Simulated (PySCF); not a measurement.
# Nitrous acid (HNO2): electronic excitations at several levels of theory, part 2 of 2

PySCF 2.14.0. Atoms count from 0. The steps go on from the part before.

## 6. Excited states and response: PBE0/aug-cc-pVDZ

Job settings and geometry (Å):

```
{"job": {"kind": "uv", "xc": "PBE0", "basis": "aug-cc-pVDZ"}, "charge": 0, "multiplicity": 1}
O      1.078041    -0.664887    -0.062474
N      0.672403     0.441204    -0.054013
O     -0.666422     0.528288     0.026636
H     -1.000732    -0.395025     0.059391
```

With the program's defaults for keys left out, this is: TDDFT PBE0/aug-cc-pVDZ, vertical, gas phase, core orbitals frozen in the response.

Output:

```text
coarse grid: 3856 points
cycle   1  E = -205.4002291951  dE =  5.930e-01  |g| = 8.194e-01  |ddm| = 3.692e+00
cycle   2  E = -205.0852788579  dE =  3.150e-01  |g| = 1.570e+00  |ddm| = 2.402e+00
cycle   3  E = -205.5123594045  dE = -4.271e-01  |g| = 2.433e-01  |ddm| = 1.662e+00
cycle   4  E = -205.5210612680  dE = -8.702e-03  |g| = 1.151e-01  |ddm| = 3.530e-01
cycle   5  E = -205.5235792537  dE = -2.518e-03  |g| = 1.318e-02  |ddm| = 1.321e-01
cycle   6  E = -205.5236158413  dE = -3.659e-05  |g| = 3.284e-03  |ddm| = 2.061e-02
cycle   7  E = -205.5236180117  dE = -2.170e-06  |g| = 5.757e-04  |ddm| = 4.648e-03
final grid: 38784 points
cycle   8  E = -205.5263012618  dE =  3.364e-06  |g| = 1.033e-02  |ddm| = 3.349e-02
cycle   9  E = -205.5262418493  dE =  5.941e-05  |g| = 2.095e-02  |ddm| = 3.042e-02
cycle  10  E = -205.5263193579  dE = -7.751e-05  |g| = 2.290e-03  |ddm| = 2.074e-02
cycle  11  E = -205.5263203668  dE = -1.009e-06  |g| = 1.370e-04  |ddm| = 2.472e-03
cycle  12  E = -205.5263203701  dE = -3.310e-09  |g| = 3.641e-05  |ddm| = 1.664e-04
cycle  13  E = -205.5263203704  dE = -2.582e-10  |g| = 1.391e-05  |ddm| = 6.441e-05
converged SCF energy = -205.5263203704

Static polarisability (au): isotropic 19.855, principal 13.656 19.470 26.440

Singlet excitations
state   eV       nm        f      main configurations
  1   3.6960    335.5   0.00096   H->L 0.99
  2   6.9739    177.8   0.02801   H->L+1 0.50, H-1->L 0.46
  3   7.1496    173.4   0.00174   H-2->L 0.99
  4   7.5367    164.5   0.12451   H->L+1 0.48, H-1->L 0.44
  5   8.8956    139.4   0.00763   H-1->L+1 0.97
  6   8.9102    139.1   0.03375   H->L+2 0.93
  7   9.4186    131.6   0.11715   H->L+3 0.96
  8   9.5569    129.7   0.03893   H->L+4 0.99
  9   9.9206    125.0   0.06354   H->L+6 0.50, H->L+5 0.38
 10  10.2462    121.0   0.00120   H-4->L 0.98

Triplet excitations (Tamm-Dancoff, eV): 2.5854 4.8465 6.1366 6.7843
```

Run time: 2.1 s. Hardware: 1 thread of Arm Neoverse V1, shared host; peak memory 0.35 GiB.

This run: HOMO -8.47 eV, LUMO -2.28 eV; lowest singlet 3.70 eV.

## 7. TDDFT and polarisability: PBE0/aug-cc-pVTZ

Job settings and geometry (Å):

```
{"job": {"kind": "uv", "xc": "PBE0", "basis": "aug-cc-pVTZ"}, "charge": 0, "multiplicity": 1}
O      1.078041    -0.664887    -0.062474
N      0.672403     0.441204    -0.054013
O     -0.666422     0.528288     0.026636
H     -1.000732    -0.395025     0.059391
```

Level: TDDFT PBE0/aug-cc-pVTZ, vertical, gas phase, core orbitals frozen in the response.

Output:

```text
coarse grid: 3856 points
cycle   1  E = -205.4526387602  dE =  5.853e-01  |g| = 8.659e-01  |ddm| = 3.797e+00
cycle   2  E = -205.1170222618  dE =  3.356e-01  |g| = 1.674e+00  |ddm| = 2.317e+00
cycle   3  E = -205.5691014342  dE = -4.521e-01  |g| = 2.542e-01  |ddm| = 1.612e+00
cycle   4  E = -205.5775990836  dE = -8.498e-03  |g| = 1.303e-01  |ddm| = 3.609e-01
cycle   5  E = -205.5805732510  dE = -2.974e-03  |g| = 1.665e-02  |ddm| = 1.404e-01
cycle   6  E = -205.5806265357  dE = -5.328e-05  |g| = 3.956e-03  |ddm| = 2.281e-02
cycle   7  E = -205.5806293854  dE = -2.850e-06  |g| = 7.131e-04  |ddm| = 4.660e-03
final grid: 38784 points
cycle   8  E = -205.5719704438  dE = -9.158e-06  |g| = 1.130e-02  |ddm| = 6.977e-02
cycle   9  E = -205.5719052552  dE =  6.519e-05  |g| = 2.269e-02  |ddm| = 3.059e-02
cycle  10  E = -205.5719897709  dE = -8.452e-05  |g| = 2.554e-03  |ddm| = 2.104e-02
cycle  11  E = -205.5719909222  dE = -1.151e-06  |g| = 3.185e-04  |ddm| = 2.733e-03
cycle  12  E = -205.5719909393  dE = -1.716e-08  |g| = 6.910e-05  |ddm| = 3.647e-04
cycle  13  E = -205.5719909402  dE = -9.304e-10  |g| = 2.033e-05  |ddm| = 1.083e-04
converged SCF energy = -205.5719909402

Static polarisability (au): isotropic 20.202, principal 14.043 19.801 26.761

Singlet excitations
state   eV       nm        f      main configurations
  1   3.6970    335.4   0.00096   H->L 0.99
  2   6.9732    177.8   0.02840   H->L+1 0.51, H-1->L 0.44
  3   7.1349    173.8   0.00170   H-2->L 0.99
  4   7.5148    165.0   0.11941   H->L+1 0.46, H-1->L 0.44
  5   8.7104    142.3   0.03711   H->L+2 0.91
  6   8.8996    139.3   0.00731   H-1->L+1 0.95
  7   8.9966    137.8   0.09040   H->L+3 0.95
  8   9.1974    134.8   0.03304   H->L+4 0.99
  9   9.6390    128.6   0.02556   H->L+5 0.86
 10  10.0880    122.9   0.07327   H->L+6 0.86

Triplet excitations (Tamm-Dancoff, eV): 2.5905 4.8531 6.1288 6.7847
```

Run time: 4.7 s. Hardware: 1 thread of Arm Neoverse V1, shared host; peak memory 0.49 GiB.

In short: HOMO -8.47 eV, LUMO -2.26 eV; lowest singlet 3.70 eV.

## 8. Ultraviolet spectrum: PBE0/def2-TZVPD

Job settings and geometry (Å):

```
{"job": {"kind": "uv", "xc": "PBE0", "basis": "def2-TZVPD"}, "charge": 0, "multiplicity": 1}
O      1.078041    -0.664887    -0.062474
N      0.672403     0.441204    -0.054013
O     -0.666422     0.528288     0.026636
H     -1.000732    -0.395025     0.059391
```

With the program's defaults for keys left out, this is: TDDFT PBE0/def2-TZVPD, vertical, gas phase, core orbitals frozen in the response.

Output:

```text
coarse grid: 3856 points
cycle   1  E = -205.4512547842  dE =  5.872e-01  |g| = 8.666e-01  |ddm| = 1.665e+00
cycle   2  E = -205.1125929833  dE =  3.387e-01  |g| = 1.674e+00  |ddm| = 1.053e+00
cycle   3  E = -205.5685328720  dE = -4.559e-01  |g| = 2.554e-01  |ddm| = 7.152e-01
cycle   4  E = -205.5772190715  dE = -8.686e-03  |g| = 1.303e-01  |ddm| = 1.810e-01
cycle   5  E = -205.5802180879  dE = -2.999e-03  |g| = 1.661e-02  |ddm| = 7.036e-02
cycle   6  E = -205.5802718897  dE = -5.380e-05  |g| = 4.017e-03  |ddm| = 1.301e-02
cycle   7  E = -205.5802748638  dE = -2.974e-06  |g| = 7.074e-04  |ddm| = 2.654e-03
final grid: 38784 points
cycle   8  E = -205.5788517344  dE = -5.731e-06  |g| = 1.103e-02  |ddm| = 2.097e-02
cycle   9  E = -205.5787885747  dE =  6.316e-05  |g| = 2.221e-02  |ddm| = 1.300e-02
cycle  10  E = -205.5788702657  dE = -8.169e-05  |g| = 2.504e-03  |ddm| = 9.406e-03
cycle  11  E = -205.5788713797  dE = -1.114e-06  |g| = 3.252e-04  |ddm| = 1.301e-03
cycle  12  E = -205.5788713978  dE = -1.814e-08  |g| = 6.684e-05  |ddm| = 1.866e-04
cycle  13  E = -205.5788713987  dE = -8.769e-10  |g| = 1.897e-05  |ddm| = 5.484e-05
converged SCF energy = -205.5788713987

Static polarisability (au): isotropic 20.175, principal 14.082 19.701 26.742

Singlet excitations
state   eV       nm        f      main configurations
  1   3.6986    335.2   0.00094   H->L 0.99
  2   7.0712    175.3   0.03987   H-1->L 0.64, H->L+1 0.31
  3   7.1381    173.7   0.00167   H-2->L 0.99
  4   7.7858    159.2   0.14258   H->L+1 0.65, H-1->L 0.26
  5   8.7998    140.9   0.01808   H->L+2 0.78, H->L+4 0.17
  6   8.9992    137.8   0.03113   H->L+3 0.99
  7   9.1034    136.2   0.08792   H->L+4 0.81, H->L+2 0.17
  8   9.1336    135.7   0.00581   H-1->L+1 0.97
  9   9.6705    128.2   0.05308   H->L+5 0.93
 10  10.2200    121.3   0.00158   H-4->L 0.95

Triplet excitations (Tamm-Dancoff, eV): 2.5857 4.8543 6.1271 7.0071
```

It took 3.7 s on 1 thread of Arm Neoverse V1, shared host; peak memory 0.4 GiB.

Key values: HOMO -8.47 eV, LUMO -2.25 eV; lowest singlet 3.70 eV.

## 9. Excited states and response: PBE0/6-31+G*

Job settings and geometry (Å):

```
{"job": {"kind": "uv", "xc": "PBE0", "basis": "6-31+G*"}, "charge": 0, "multiplicity": 1}
O      1.078041    -0.664887    -0.062474
N      0.672403     0.441204    -0.054013
O     -0.666422     0.528288     0.026636
H     -1.000732    -0.395025     0.059391
```

Method: TDDFT PBE0/6-31+G*, vertical, gas phase, core orbitals frozen in the response.

Output:

```text
coarse grid: 3856 points
cycle   1  E = -205.3943079563  dE =  5.980e-01  |g| = 8.068e-01  |ddm| = 2.273e+00
cycle   2  E = -205.0869596973  dE =  3.073e-01  |g| = 1.546e+00  |ddm| = 1.395e+00
cycle   3  E = -205.5049667148  dE = -4.180e-01  |g| = 2.405e-01  |ddm| = 9.827e-01
cycle   4  E = -205.5134938377  dE = -8.527e-03  |g| = 1.153e-01  |ddm| = 2.298e-01
cycle   5  E = -205.5160644786  dE = -2.571e-03  |g| = 1.089e-02  |ddm| = 9.206e-02
cycle   6  E = -205.5160895512  dE = -2.507e-05  |g| = 2.915e-03  |ddm| = 1.400e-02
cycle   7  E = -205.5160913558  dE = -1.805e-06  |g| = 5.250e-04  |ddm| = 3.384e-03
final grid: 38784 points
cycle   8  E = -205.4896744832  dE =  5.797e-06  |g| = 1.046e-02  |ddm| = 1.568e-02
cycle   9  E = -205.4896135846  dE =  6.090e-05  |g| = 2.116e-02  |ddm| = 1.836e-02
cycle  10  E = -205.4896932564  dE = -7.967e-05  |g| = 2.296e-03  |ddm| = 1.294e-02
cycle  11  E = -205.4896942821  dE = -1.026e-06  |g| = 1.296e-04  |ddm| = 1.612e-03
cycle  12  E = -205.4896942852  dE = -3.103e-09  |g| = 3.619e-05  |ddm| = 1.440e-04
cycle  13  E = -205.4896942854  dE = -2.644e-10  |g| = 1.274e-05  |ddm| = 4.243e-05
converged SCF energy = -205.4896942854

Static polarisability (au): isotropic 17.979, principal 11.505 17.346 25.086

Singlet excitations
state   eV       nm        f      main configurations
  1   3.7201    333.3   0.00135   H->L 0.99
  2   7.1716    172.9   0.00437   H-2->L 0.95
  3   7.1822    172.6   0.05398   H-1->L 0.75, H->L+1 0.15
  4   8.2058    151.1   0.11918   H->L+1 0.80, H-1->L 0.12
  5   9.3391    132.8   0.06188   H->L+2 0.90
  6   9.5408    130.0   0.00761   H-1->L+1 0.97
  7   9.9708    124.3   0.03960   H->L+4 0.99
  8   9.9735    124.3   0.14588   H->L+3 0.95
  9  10.2519    120.9   0.00222   H-4->L 0.97
 10  10.4202    119.0   0.11302   H->L+5 0.89

Triplet excitations (Tamm-Dancoff, eV): 2.6005 4.8571 6.1477 7.3954
```

It took 1.5 s on 1 thread of Arm Neoverse V1, shared host; peak memory 0.4 GiB.

Key values: HOMO -8.53 eV, LUMO -2.32 eV; lowest singlet 3.72 eV.

## 10. Side by side: electronic excitations

Excitations and ground-state properties, with basis size and wall time:

```
             run  lowest singlet (eV)  brightest (eV)      f  gap (eV)  α (Å³)  μ (D)  functions   time
     PBE0/6-31G*                 3.75           11.76  0.211      6.29    2.09   1.67         44  1.1 s
   PBE0/def2-SVP                 3.69           12.34  0.229      6.22    2.08   1.70         47  1.2 s
  PBE0/def2-TZVP                 3.72           11.32  0.160      6.25    2.56   1.68         99  2.6 s
PBE0/aug-cc-pVDZ                 3.70            7.54  0.125      6.19    2.94   1.64         78  2.1 s
PBE0/aug-cc-pVTZ                 3.70            7.51  0.119      6.21    2.99   1.64        161  4.7 s
 PBE0/def2-TZVPD                 3.70            7.79  0.143      6.21    2.99   1.64        126  3.7 s
    PBE0/6-31+G*                 3.72            9.97  0.146      6.21    2.66   1.75         56  1.5 s
```

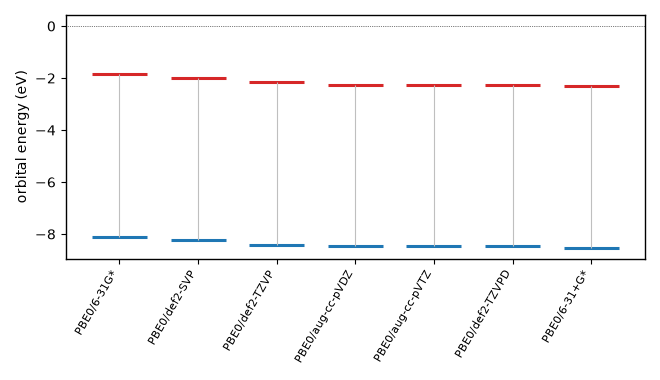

HOMO (blue) and LUMO (red) run by run.

## 11. Summary of results

What follows sums up all 2 parts.

| quantity | value |
| --- | --- |
| point group | Cs |
| rotational constants (main isotopes) | 87.01, 13.78, 11.90 GHz |
| lowest singlet (PBE0/6-31G*) | 3.75 eV (331 nm), f = 0.002 |
| brightest single state of those computed | state 8, 11.76 eV, f = 0.211 |
| lowest triplet | 2.61 eV |
| range of the lowest singlet | 3.69 to 3.75 eV |

**Reading.** Single values in the summary come from the first run of each kind that ended normally (PBE0/6-31G*), which need not be the best level. The start was shaken at random, so part of the energy gained undoes that. The optimisation took 8 steps and gained 1.164 eV; among the close pairs (by a distance rule), O0–N1 changed most, from 1.324 to 1.178 Å. No frequency check was run at this level, so the end point may be a saddle. The lowest singlet, at 3.75 eV, is HOMO→LUMO 1.00 and is weak; of the 10 states computed, the strongest absorption comes from state 8 at 11.76 eV (the last state computed is bright too, and its partners may lie past the list). The lowest triplet lies 1.14 eV below the lowest singlet (triplets in Tamm-Dancoff, singlets in full TDDFT). States above −ε(HOMO) lie where TDDFT describes them poorly and they hang on the basis; the brightest is among them. The basis of PBE0/6-31G* has no diffuse functions, so Rydberg states are missing and the high states are unreliable. The lowest singlet runs from 3.69 eV (PBE0/def2-SVP) to 3.75 eV (PBE0/6-31G*), while the orbital gap spans 6.19 to 6.29 eV. The lowest state need not be the same one in every run. The runs solved for a few states only, so the brightest column depends on that window.
